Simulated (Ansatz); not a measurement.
# Cl3FH2Si2: basis-set convergence

How large a basis does Cl3FH2Si2 need? Two functionals are run in growing sets.

Program: Ansatz 0.2.0, Gaussian basis. Level of theory: one geometry, several basis sets. These are calculated values, not measurements.

Levels to be run: PBE0-D4/def2-SVP; ωB97M-V/def2-SVP; PBE0-D4/def2-QZVPP; ωB97M-V/def2-QZVPP; the functionals' def2-TZVPP values are taken from earlier runs.

## 1. The geometry

An earlier PBE0-D4 in a triple-zeta def2 set relaxation fixed the geometry.

SMILES `F[SiH2][Si](Cl)(Cl)Cl`, 8 atoms, charge 0, spin multiplicity 1.

Atoms are counted from 1 here; the program's logs count them from 0.

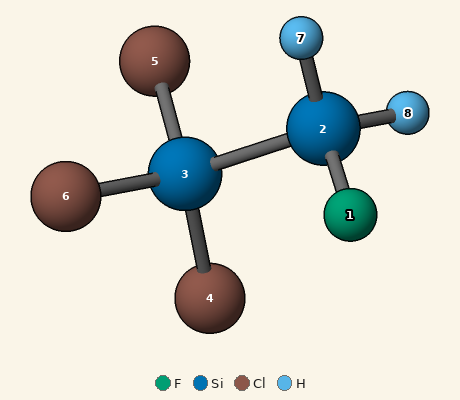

The structure; colours as in the key; atoms are numbered from 1 in the order of the file.

Geometry (Å):

```xyz
8

F    -0.5903   -1.4548    1.7102
Si    0.4452   -1.0198    0.5717
Si   -0.3616    0.8839   -0.5225
Cl   -2.1616    0.5302   -1.4122
Cl    0.9987    1.3844   -1.9637
Cl   -0.5669    2.4548    0.7609
H     1.7497   -0.7076    1.2036
H     0.5789   -2.1281   -0.4042
```

## 2. PBE0-D4 in def2-SVP

Contents of in.yaml:

```yaml
crystal:
  periodic: [false, false, false]
  atoms:
    - {symbol: F, position_ang: [-0.590307, -1.454846, 1.710229]}
    - {symbol: Si, position_ang: [0.445241, -1.019822, 0.571740]}
    - {symbol: Si, position_ang: [-0.361585, 0.883886, -0.522455]}
    - {symbol: Cl, position_ang: [-2.161609, 0.530219, -1.412206]}
    - {symbol: Cl, position_ang: [0.998663, 1.384359, -1.963704]}
    - {symbol: Cl, position_ang: [-0.566941, 2.454752, 0.760931]}
    - {symbol: H, position_ang: [1.749749, -0.707575, 1.203638]}
    - {symbol: H, position_ang: [0.578889, -2.128073, -0.404174]}
basis:
  gaussian: {orbitals: def2-SVP}
hamiltonian: {xc: pbe0, dispersion: d4}
output: {orbitals: {seedname: orbitals}}
```

On the command line:

```sh
> ansatz run in.yaml --threads 4 --pin off --events-out ev --progress --plain --max-ram 10444MiB
```

Output:

```text
Functional definition: PBE0
  name "PBE0"
  cite "Adamo & Barone, J. Chem. Phys. 110, 6158 (1999) doi:10.1063/1.478522"
  cite "Perdew, Burke & Ernzerhof, Phys. Rev. Lett. 77, 3865 (1996) doi:10.1103/PhysRevLett.77.3865"
  parent pbe
  parameter a = 0.25
  parameter kappa = 0.804
  parameter beta = 0.06672455060314922
  exchange = (1 - a)*pbe_x(kappa = kappa, mu = beta*pi^2/3) + a*exact_x
  correlation = pbe_c(beta = beta)
1036 factors; integrals over basis functions are off by at most 1.2e-3 eV
mean field evaluation 1: about -56036.1786 eV, gradient 3.0e1 eV
mean field evaluation 2: about -56034.3911 eV, gradient 4.5e1 eV
mean field evaluation 4: about -56037.7184 eV, gradient 7.8e-1 eV
mean field evaluation 8: about -56037.7656 eV, gradient 7.2e-2 eV
mean field evaluation 16: about -56037.7657 eV, gradient 3.9e-5 eV
mean field -56037.76565287 eV, -2059.3499039811 hartree, gradient 3.9e-5 eV, S^2 0.000000; 0 other end points of the search recorded, 0 dependent functions left out
reference -56037.76567767 eV, -2059.3499048925 hartree; 45, 45 occupied and 69, 69 virtual orbitals, 1036 factors
Total energy: -56038.05499240 eV, -2059.3605370128 hartree
```

It took 1.8 s on 4 threads of AMD EPYC 7B13, shared host; peak memory 0.28 GiB.

## 3. ωB97M-V in def2-SVP

Edit in.yaml of step 2 so:

```diff
@@ -13,3 +13,3 @@
   gaussian: {orbitals: def2-SVP}
-hamiltonian: {xc: pbe0, dispersion: d4}
+hamiltonian: {xc: {name: wB97M-V}}
 output: {orbitals: {seedname: orbitals}}
```

Same command.

Output (excerpt; [...] marks lines left out):

```text
Functional definition: wB97M-V
  name "wB97M-V"
  cite "Mardirossian & Head-Gordon, J. Chem. Phys. 144, 214110 (2016) doi:10.1063/1.4952647"
  cite "Becke, J. Chem. Phys. 107, 8554 (1997) doi:10.1063/1.475007"
  cite "Vydrov & Van Voorhis, J. Chem. Phys. 133, 244103 (2010) doi:10.1063/1.3521275"
  # Of w^i u^j: cxij and so on, Table III.
[...]
  gx(w, u) = 1 - cx + cx01*u + cx10*w
  gss(w, u) = css00 + css04*u^4 + css10*w + css20*w^2 + css43*w^4*u^3
  gos(w, u) = cos00 + cos10*w + (cos20 + cos21*u)*w^2 + (cos60 + cos61*u)*w^6
[...]
      + integral(e_c_pw_mod_opposite_spin*gos(b97_w_opposite, b97_u_opposite)) + vv10(b, c)
1036 factors; integrals over basis functions are off by at most 1.2e-3 eV
302 factors; integrals over basis functions are off by at most 4.0e-6 eV
[...]
mean field -56055.95239586 eV, -2060.0182544585 hartree, gradient 5.3e-5 eV, S^2 0.000000; 0 other end points of the search recorded, 0 dependent functions left out
reference -56055.95243264 eV, -2060.0182558103 hartree; 45, 45 occupied and 69, 69 virtual orbitals, 1036 factors
Total energy: -56055.95243264 eV, -2060.0182558103 hartree
```

Wall time 5.5 s (4 threads of AMD EPYC 7B13, shared host); peak memory 0.42 GiB.

## 4. PBE0-D4 in def2-QZVPP

Edit in.yaml of step 3 so:

```diff
@@ -12,4 +12,4 @@
 basis:
-  gaussian: {orbitals: def2-SVP}
-hamiltonian: {xc: {name: wB97M-V}}
+  gaussian: {orbitals: "def2-QZVPP.json"}
+hamiltonian: {xc: pbe0, dispersion: d4}
 output: {orbitals: {seedname: orbitals}}
```

Same command.

Output:

```text
Functional definition: PBE0
  name "PBE0"
  cite "Adamo & Barone, J. Chem. Phys. 110, 6158 (1999) doi:10.1063/1.478522"
  cite "Perdew, Burke & Ernzerhof, Phys. Rev. Lett. 77, 3865 (1996) doi:10.1103/PhysRevLett.77.3865"
  parent pbe
  parameter a = 0.25
  parameter kappa = 0.804
  parameter beta = 0.06672455060314922
  exchange = (1 - a)*pbe_x(kappa = kappa, mu = beta*pi^2/3) + a*exact_x
  correlation = pbe_c(beta = beta)
2163 factors; their error is unknown
mean field evaluation 1: about -56060.0661 eV, gradient 3.4e1 eV
mean field evaluation 2: about -56058.5045 eV, gradient 5.0e1 eV
mean field evaluation 4: about -56061.7809 eV, gradient 1.1e0 eV
mean field evaluation 8: about -56061.7841 eV, gradient 2.5e-2 eV
mean field evaluation 16: about -56061.8385 eV, gradient 5.9e-5 eV
mean field -56061.83846544 eV, -2060.2345635258 hartree, gradient 5.9e-5 eV, S^2 0.000000; 0 other end points of the search recorded, 0 dependent functions left out
reference -56061.83850367 eV, -2060.2345649309 hartree; 45, 45 occupied and 422, 422 virtual orbitals, 2163 factors
Total energy: -56062.12781840 eV, -2060.2451970512 hartree
```

Run time: 15 s. Hardware: 4 threads of AMD EPYC 7B13, shared host; peak memory 2.6 GiB.

## 5. ωB97M-V in def2-QZVPP

Edit in.yaml of step 4 so:

```diff
@@ -13,3 +13,3 @@
   gaussian: {orbitals: "def2-QZVPP.json"}
-hamiltonian: {xc: pbe0, dispersion: d4}
+hamiltonian: {xc: {name: wB97M-V}}
 output: {orbitals: {seedname: orbitals}}
```

The command is unchanged.

Output (excerpt; [...] marks lines left out):

```text
Functional definition: wB97M-V
  name "wB97M-V"
  cite "Mardirossian & Head-Gordon, J. Chem. Phys. 144, 214110 (2016) doi:10.1063/1.4952647"
  cite "Becke, J. Chem. Phys. 107, 8554 (1997) doi:10.1063/1.475007"
  cite "Vydrov & Van Voorhis, J. Chem. Phys. 133, 244103 (2010) doi:10.1063/1.3521275"
  # Of w^i u^j: cxij and so on, Table III.
[...]
  gx(w, u) = 1 - cx + cx01*u + cx10*w
  gss(w, u) = css00 + css04*u^4 + css10*w + css20*w^2 + css43*w^4*u^3
  gos(w, u) = cos00 + cos10*w + (cos20 + cos21*u)*w^2 + (cos60 + cos61*u)*w^6
[...]
      + integral(e_c_pw_mod_opposite_spin*gos(b97_w_opposite, b97_u_opposite)) + vv10(b, c)
2075 factors; their error is unknown
332 factors; integrals over basis functions are off by at most 2.8e-5 eV
[...]
mean field -56079.82771610 eV, -2060.8956562941 hartree, gradient 1.5e-5 eV, S^2 0.000000; 0 other end points of the search recorded, 0 dependent functions left out
reference -56079.82777731 eV, -2060.8956585435 hartree; 45, 45 occupied and 422, 422 virtual orbitals, 2075 factors
Total energy: -56079.82777731 eV, -2060.8956585435 hartree
```

Run time: 27 s. Hardware: 4 threads of AMD EPYC 7B13, shared host; peak memory 2.9 GiB.

## 6. Density functionals: the series

The def2-TZVPP values come from earlier runs at the same geometry.

```
functional       basis  functions  energy (eV)  from the largest (eV)  HOMO (eV)  LUMO (eV)
   PBE0-D4    def2-SVP        114  -56038.0550                 24.073      -8.53      -0.98
   PBE0-D4  def2-TZVPP        269  -56060.3391                  1.789      -8.61      -1.26
   PBE0-D4  def2-QZVPP        467  -56062.1278                  0.000      -8.64      -1.34
   ωB97M-V    def2-SVP        114  -56055.9524                 23.875     -10.50       0.97
   ωB97M-V  def2-TZVPP        269  -56078.1377                  1.690     -10.62       0.58
   ωB97M-V  def2-QZVPP        467  -56079.8278                  0.000     -10.66       0.41
```

## 7. Summary of results

| quantity | value |
| --- | --- |
| PBE0-D4: double and triple zeta above quadruple | 24.07, 1.79 eV |
| ωB97M-V: double and triple zeta above quadruple | 23.88, 1.69 eV |

PBE0-D4 gains 22.28 eV from double to triple zeta, then 1.79 eV more. These are total energies; as a rule much of such shifts cancels in differences, which this series doesn't test. The LUMO of ωB97M-V is positive and keeps falling with the basis (0.97 to 0.41 eV): an unbound level that the basis holds in place.

For PBE0-D4 the largest set took about 8 times as long as the smallest (15 s against 1.8 s).
